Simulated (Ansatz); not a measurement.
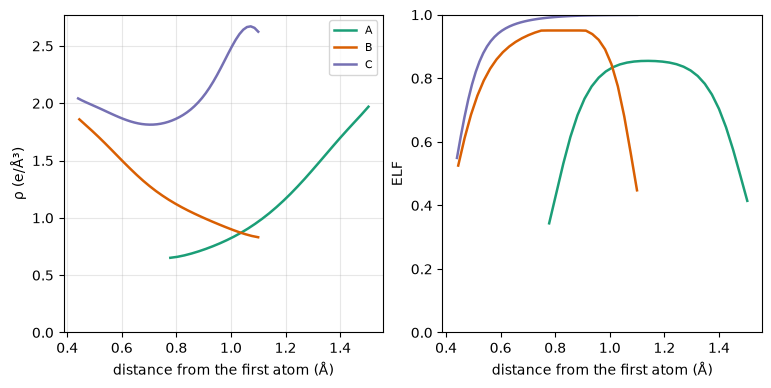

The picture shows: CH$_{3}$Cl$_{2}$Si (SMILES C[Si](Cl)Cl) (doublet). Total electron density and electron localisation function along straight lines between neighbouring atoms. The curves leave out the atomic cores.

Geometry: PBE0-D3(BJ)/def2-SVP.

Level of theory: Ansatz 0.2.0, isolated molecule in a Gaussian basis; Kohn-Sham density functional theory, functional PBE0.

```yaml
atoms:
  - { symbol: C, position_ang: [-1.5866, -0.6188, -0.3183] }
  - { symbol: Cl, position_ang: [0.0771, 0.1988, 2.3009] }
  - { symbol: Cl, position_ang: [-3.2823, -0.1022, 2.3565] }
  - { symbol: Si, position_ang: [-1.5343, -0.8604, 1.5370] }
  - { symbol: H, position_ang: [-2.4464, -1.1531, -0.7486] }
  - { symbol: H, position_ang: [-0.6603, -0.9931, -0.7783] }
  - { symbol: H, position_ang: [-1.6866, 0.4563, -0.5383] }
```

> Which curve belongs to which contact (C–H, C–Si and Si–Cl)? The first atom named is at distance zero.

Curve A: Si–Cl (2.07 Å): ρ is about 0.87 e/Å³ halfway; the ELF peaks at about 0.85 between the atoms; a shared but strongly polarised pair. Curve B: C–Si (1.87 Å): ρ at the midpoint is about 0.96 e/Å³; the ELF peaks at about 0.95 between the atoms (localised, covalent bonding). Curve C: C–H (1.10 Å): ρ at the midpoint is about 1.9 e/Å³; the ELF climbs to about 1 towards the hydrogen, as it does in any bond to H; an ordinary covalent bond to hydrogen.
